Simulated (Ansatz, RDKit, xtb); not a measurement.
# C3H7BO: which of the isomers drawn lies lowest?, part 2 of 2

A sample of isomers of C3H7BO is drawn. Aim: find which of them has the lowest free energy at 298.15 K, then its properties. The sample is small against all isomers, and the most stable one of this formula need not be in it.

xtb, Ansatz and PySCF; isolated molecules. The steps go on from the part before.

## 7. Vibrations and thermal terms

The lowest few in one piece go on as finalists. Harmonic vibrations at r2SCAN-D4/def2-SVP test each finalist and give the zero-point energy and the thermal terms. The first, c938b:

input.yaml reads:

```yaml
crystal:
  periodic: [false, false, false]
  atoms:
    - symbol: C
      position_ang: [-0.439768, -0.560497, 1.039809]
    - symbol: C
      position_ang: [-0.757880, -0.810902, -0.264088]
    - symbol: C
      position_ang: [1.374445, -0.341615, -1.159540]
    - symbol: B
      position_ang: [-1.517417, -0.721130, 2.097607]
    - symbol: O
      position_ang: [0.020089, -0.733648, -1.339702]
    - symbol: H
      position_ang: [-1.294202, -0.512718, 3.268308]
    - symbol: H
      position_ang: [-2.630891, -1.066842, 1.763194]
    - symbol: H
      position_ang: [0.582452, -0.250902, 1.285569]
    - symbol: H
      position_ang: [-1.769658, -1.122884, -0.551185]
    - symbol: H
      position_ang: [1.830626, -0.341788, -2.156619]
    - symbol: H
      position_ang: [1.434722, 0.668015, -0.720923]
    - symbol: H
      position_ang: [1.904422, -1.053686, -0.505747]
basis:
  gaussian: {orbitals: def2-SVP}
hamiltonian: {xc: {name: r2SCAN}, dispersion: d4}
scf: {lower_state_search: "off"}
phonons: {}
```

On the command line:

```sh
ansatz run input.yaml --threads 2 --pin off --max-ram 5220MiB --events-out events.jsonl --progress --plain --runs-dir runs
```

Output, cut to the lines that bear on the results:

```text
Warning: RAYON_NUM_THREADS=2 ignored (pool sized by the plan → 2); use --threads N
Functional definition: r2SCAN
  name "r2SCAN"
[...]
1177 factors; their error is unknown
[...]
mean field -5939.21592497 eV, -218.2621594977 hartree, gradient 3.0e-6 eV, S^2 0.000000; 0 other end points of the search recorded, 0 dependent functions left out
[...]
reference -5939.21593551 eV, -218.2621598848 hartree; 19, 19 occupied and 86, 86 virtual orbitals, 1177 factors
[...]
1177 factors; their error is unknown
mean field -5939.21574038 eV, -218.2621527139 hartree, gradient 9.9e-7 eV, S^2 0.000000; 0 other end points of the search recorded, 0 dependent functions left out
[...]
reference -5939.21575091 eV, -218.2621531010 hartree; 19, 19 occupied and 86, 86 virtual orbitals, 1177 factors
[...]
1177 factors; their error is unknown
[...]
Atom 6 at    -2.630891    -1.066842     1.763194 Å, force    -0.000022    -0.000135    -0.000980 eV/Å
Atom 7 at     0.582452    -0.250902     1.285569 Å, force     0.000807     0.000253     0.000093 eV/Å
Atom 8 at    -1.769658    -1.122884    -0.551185 Å, force    -0.000410     0.000044     0.000561 eV/Å
Atom 9 at     1.830626    -0.341788    -2.156619 Å, force     0.000051    -0.000003     0.000189 eV/Å
Atom 10 at     1.434722     0.668015    -0.720923 Å, force     0.000029    -0.000498    -0.000452 eV/Å
Atom 11 at     1.904422    -1.053686    -0.505747 Å, force    -0.000120     0.000389    -0.000287 eV/Å
Dipole moment:     0.478328     0.078272    -0.415237 e Å
Vibrations: 150.03 233.78 243.91 264.20 349.64 487.50 632.15 812.79 863.13 978.66 988.68 1003.83 1078.51 1164.52 1185.33 1214.36 1266.84 1327.39 1351.69 1453.85 1463.99 1473.73 1632.51 2543.50 2630.68 3024.91 3121.37 3165.23 3178.06 3181.25 cm⁻¹, zero-point energy 2.632558 eV
Checks for a lower state left out: stability, starts, cluster_reference, orbital_swaps, neighbouring_geometries, increment
```

Run time: 3.8 min. Hardware: 2 threads of AMD EPYC (Zen 3), shared host.

## 8. Zero-point energy and free-energy terms

At 298.15 K and 1 atm, ideal gas, rigid rotor and harmonic oscillator:

| label | SMILES | spin | point group | lowest mode (cm⁻¹) | zero-point (kcal/mol) | G − E (kcal/mol) |
| --- | --- | --- | --- | --- | --- | --- |
| c938b | B/C=C/OC | singlet | Cs | 150 | 60.7 | 42.7 |
| c870a | B/C=C\OC | singlet | Cs | 48 | 60.1 | 41.3 |
| c169b | BC(=C)OC | singlet | Cs | 148 | 59.9 | 41.9 |

## 9. Energies at the top level

Single points at CCSD(T)/def2-SVP + MP2/def2-TZVPP - MP2/def2-SVP on the refined geometries decide the order.

c938b, CCSD(T)/def2-SVP:

input.yaml reads:

```yaml
crystal:
  periodic: [false, false, false]
  atoms:
    - {symbol: C, position_ang: [-0.439768, -0.560497, 1.039809]}
    - {symbol: C, position_ang: [-0.757880, -0.810902, -0.264088]}
    - {symbol: C, position_ang: [1.374445, -0.341615, -1.159540]}
    - {symbol: B, position_ang: [-1.517417, -0.721130, 2.097607]}
    - {symbol: O, position_ang: [0.020089, -0.733648, -1.339702]}
    - {symbol: H, position_ang: [-1.294202, -0.512718, 3.268308]}
    - {symbol: H, position_ang: [-2.630891, -1.066842, 1.763194]}
    - {symbol: H, position_ang: [0.582452, -0.250902, 1.285569]}
    - {symbol: H, position_ang: [-1.769658, -1.122884, -0.551185]}
    - {symbol: H, position_ang: [1.830626, -0.341788, -2.156619]}
    - {symbol: H, position_ang: [1.434722, 0.668015, -0.720923]}
    - {symbol: H, position_ang: [1.904422, -1.053686, -0.505747]}
basis:
  gaussian:
    orbitals: def2-SVP
total_charge: 0
correlation:
  method: ccsd_t
  frozen_orbitals: {H: 0, C: 1, O: 1, B: 1}
```

On the command line:

```sh
ansatz run input.yaml --threads 2 --pin off --max-ram 5220MiB --events-out events.jsonl --progress --plain --runs-dir runs
```

Output, cut to the lines that bear on the results:

```text
Warning: RAYON_NUM_THREADS=2 ignored (pool sized by the plan → 2); use --threads N
Functional definition: HF
  name "HF"
[...]
1077 factors; integrals over basis functions are off by at most 1.4e-3 eV
[...]
mean field -5905.46385891 eV, -217.0217939479 hartree, gradient 1.8e-6 eV, S^2 0.000000; 0 other end points of the search recorded, 0 dependent functions left out
5 core orbitals not correlated: weight in the atoms' cores, before any rotation towards them, 1.000 or more for the frozen orbitals, at most 0.000 for the correlated occupied ones
reference -5905.46385891 eV, -217.0217939479 hartree; 14, 14 occupied and 86, 86 virtual orbitals, 1077 factors
second order -18.33155201 eV of doubles, -0.00000000 eV of singles
cycle   1  -19.08407883 eV  change   -7.5e-1 eV  update   1.1e-1
[...]
cycle  10  -19.75254596 eV  change   -2.9e-7 eV  update   2.6e-5
perturbative correction -0.64509463 eV, -0.0237067905 hartree
Total energy: -5925.86149950 eV, -217.7713934136 hartree
```

It took 19 s on 2 threads of AMD EPYC (Zen 3), shared host; peak memory 0.52 GiB.

## 10. c938b at MP2/def2-TZVPP

Changes to input.yaml since step 9:

```diff
@@ -17,6 +17,5 @@
   gaussian:
-    orbitals: def2-SVP
-total_charge: 0
+    orbitals: def2-TZVPP
 correlation:
-  method: ccsd_t
+  method: mp2
   frozen_orbitals: {H: 0, C: 1, O: 1, B: 1}
```

On the command line:

```sh
ansatz run input.yaml --threads 2 --pin off --max-ram 5220MiB --events-out events.jsonl --progress --plain --runs-dir runs
```

Output:

```text
Warning: RAYON_NUM_THREADS=2 ignored (pool sized by the plan → 2); use --threads N
[... 2 set-up lines as earlier in the session ...]
  exchange = exact_x
  correlation = 0
1507 factors; integrals over basis functions are off by at most 1.1e-3 eV
mean field evaluation 1: about -5908.7890 eV, gradient 3.4e1 eV
mean field evaluation 2: about -5909.0504 eV, gradient 3.4e1 eV
mean field evaluation 4: about -5912.1683 eV, gradient 4.1e0 eV
mean field evaluation 8: about -5912.2242 eV, gradient 2.4e-1 eV
mean field -5912.22477220 eV, -217.2702529285 hartree, gradient 1.8e-6 eV, S^2 0.000000; 0 other end points of the search recorded, 0 dependent functions left out
5 core orbitals not correlated: weight in the atoms' cores, before any rotation towards them, 1.000 or more for the frozen orbitals, at most 0.000 for the correlated occupied ones
reference -5912.22477220 eV, -217.2702529285 hartree; 14, 14 occupied and 234, 234 virtual orbitals, 1507 factors
second order -22.66185754 eV of doubles, -0.00000000 eV of singles
Total energy: -5934.88662974 eV, -218.1030608324 hartree
```

Run time: 13 s. Hardware: 2 threads of AMD EPYC (Zen 3), shared host; peak memory 0.61 GiB.

## 11. c870a at CCSD(T)/def2-SVP

input.yaml reads:

```yaml
crystal:
  periodic: [false, false, false]
  atoms:
    - {symbol: C, position_ang: [-0.114461, -0.036816, -1.651375]}
    - {symbol: C, position_ang: [0.883288, -0.587343, -0.904229]}
    - {symbol: C, position_ang: [1.833451, -1.694296, 0.929166]}
    - {symbol: B, position_ang: [-1.586704, -0.001031, -1.255660]}
    - {symbol: O, position_ang: [0.687618, -1.168072, 0.278983]}
    - {symbol: H, position_ang: [-1.960732, -0.481157, -0.211225]}
    - {symbol: H, position_ang: [-2.400592, 0.512685, -1.990056]}
    - {symbol: H, position_ang: [0.239100, 0.394596, -2.595380]}
    - {symbol: H, position_ang: [1.934309, -0.584335, -1.242439]}
    - {symbol: H, position_ang: [1.489025, -2.125528, 1.876992]}
    - {symbol: H, position_ang: [2.570986, -0.900928, 1.139117]}
    - {symbol: H, position_ang: [2.306770, -2.485031, 0.322393]}
basis:
  gaussian:
    orbitals: def2-SVP
total_charge: 0
correlation:
  method: ccsd_t
  frozen_orbitals: {H: 0, C: 1, O: 1, B: 1}
```

On the command line:

```sh
ansatz run input.yaml --threads 2 --pin off --max-ram 5220MiB --events-out events.jsonl --progress --plain --runs-dir runs
```

Output, cut to the lines that bear on the results:

```text
Warning: RAYON_NUM_THREADS=2 ignored (pool sized by the plan → 2); use --threads N
[... 2 set-up lines as earlier in the session ...]
[...]
1077 factors; integrals over basis functions are off by at most 1.2e-3 eV
[...]
mean field -5905.24700858 eV, -217.0138248451 hartree, gradient 2.1e-6 eV, S^2 0.000000; 0 other end points of the search recorded, 0 dependent functions left out
5 core orbitals not correlated: weight in the atoms' cores, before any rotation towards them, 1.000 or more for the frozen orbitals, at most 0.000 for the correlated occupied ones
reference -5905.24700858 eV, -217.0138248451 hartree; 14, 14 occupied and 86, 86 virtual orbitals, 1077 factors
second order -18.29042438 eV of doubles, -0.00000000 eV of singles
cycle   1  -19.06827021 eV  change   -7.8e-1 eV  update   1.1e-1
[...]
cycle  10  -19.73802389 eV  change    2.1e-5 eV  update   2.7e-5
perturbative correction -0.63927388 eV, -0.0234928817 hartree
Total energy: -5925.62430635 eV, -217.7626767258 hartree
```

Wall time 19 s (2 threads of AMD EPYC (Zen 3), shared host); peak memory 0.52 GiB.

For c169b the log finds that unrestricted Hartree-Fock orbitals lie lower, a sign to watch the closed-shell reference there.

## 12. Free energies and the winner

Energies in kcal/mol from c938b; G adds the thermal terms to the CCSD(T)/def2-SVP + MP2/def2-TZVPP - MP2/def2-SVP energy. The columns left of the relaxed level are at the tight-binding geometries.

| label | SMILES | spin | GFN2-xTB | HF/STO-3G | r2SCAN-D4/def2-SVP | r2SCAN-D4/def2-SVP, relaxed | HF/def2-SVP | MP2/def2-SVP | CCSD(T)/def2-SVP + MP2/def2-TZVPP - MP2/def2-SVP | G | share at equilibrium | T1 |
| --- | --- | --- | --- | --- | --- | --- | --- | --- | --- | --- | --- | --- |
| c938b | B/C=C/OC | singlet | 0.0 | 0.0 | 0.0 | 0.0 | 0.0 | 0.0 | 0.0 | 0.0 | 100.0 % | 0.014 |
| c870a | B/C=C\OC | singlet | 4.1 | 3.3 | 5.3 | 5.7 | 5.0 | 5.9 | 5.9 | 4.5 | < 0.1 % | 0.014 |
| c169b | BC(=C)OC | singlet | 6.0 | 7.5 | 9.4 | 9.6 | 9.1 | 9.0 | 7.3 | 6.5 | < 0.1 % | 0.013 |

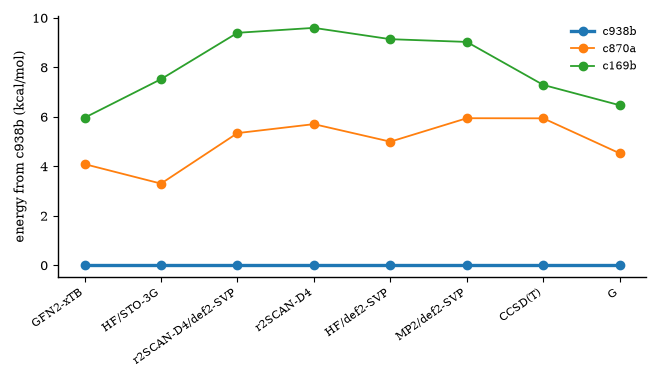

The finalists at each level, measured from c938b.

Lowest found: c938b, `B/C=C/OC`, a singlet of point group Cs. Bond lengths: C1–C2 1.365 Å, C1–B4 1.519 Å, C2–O5 1.330 Å, C3–O5 1.421 Å, B4–H6 1.210 Å, B4–H7 1.213 Å, C1–H8 1.096 Å, C2–H9 1.097 Å, C3–H10 1.096 Å, C3–H11 1.102 Å, C3–H12 1.102 Å. Some angles: C1–C2–O5 128.7°, C2–C1–B4 118.7°, C2–O5–C3 118.1°, C1–C2–H9 121.1°, O5–C2–H9 110.1°, C2–C1–H8 118.9°, B4–C1–H8 122.4°, C1–B4–H6 121.7°, C1–B4–H7 119.3°, O5–C3–H10 106.3°.

```xyz
12

C    -0.4398   -0.5605    1.0398
C    -0.7579   -0.8109   -0.2641
C     1.3744   -0.3416   -1.1595
B    -1.5174   -0.7211    2.0976
O     0.0201   -0.7336   -1.3397
H    -1.2942   -0.5127    3.2683
H    -2.6309   -1.0668    1.7632
H     0.5825   -0.2509    1.2856
H    -1.7697   -1.1229   -0.5512
H     1.8306   -0.3418   -2.1566
H     1.4347    0.6680   -0.7209
H     1.9044   -1.0537   -0.5057
```

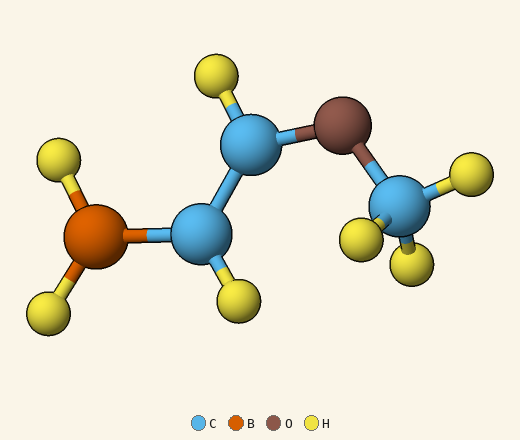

The lowest structure found, seen from a chosen angle (carbon blue, boron orange, oxygen brown, hydrogen yellow).

## 13. Summary of results

The summary covers parts 1 to 2.

| quantity | value |
| --- | --- |
| lowest structure found | B/C=C/OC, singlet, Cs |
| next finalist | B/C=C\OC, singlet, 4.5 kcal/mol higher in G |
| share at equilibrium, among the finalists | 100.0 % |
| funnel | 5 starts, 5 minima at GFN2-xTB, 6 screening runs, 3 relaxed, 3 ranked |
| CPU time of all runs | 28 min |
| harmonic wavenumbers, lowest and highest (r2SCAN-D4/def2-SVP) | 150 and 3181 cm⁻¹ |
| rotational constants, same geometry | 0.5604, 0.09433, 0.08202 cm⁻¹ |

In words: The search ends on `B/C=C/OC`. The next finalist is drawn with the same bonds. GFN2-xTB, HF/STO-3G, r2SCAN-D4/def2-SVP, r2SCAN-D4/def2-SVP, relaxed, HF/def2-SVP and MP2/def2-SVP already put its bonding pattern lowest among the structures in one piece. The largest share of the time went into the vibrations (78 %). The search is not exhaustive (a finite list of starts, one conformer a finalist), so a lower isomer can't be ruled out. Only 3 drawn patterns were tried, so whole families of isomers are missing, and the result ranks this sample alone.
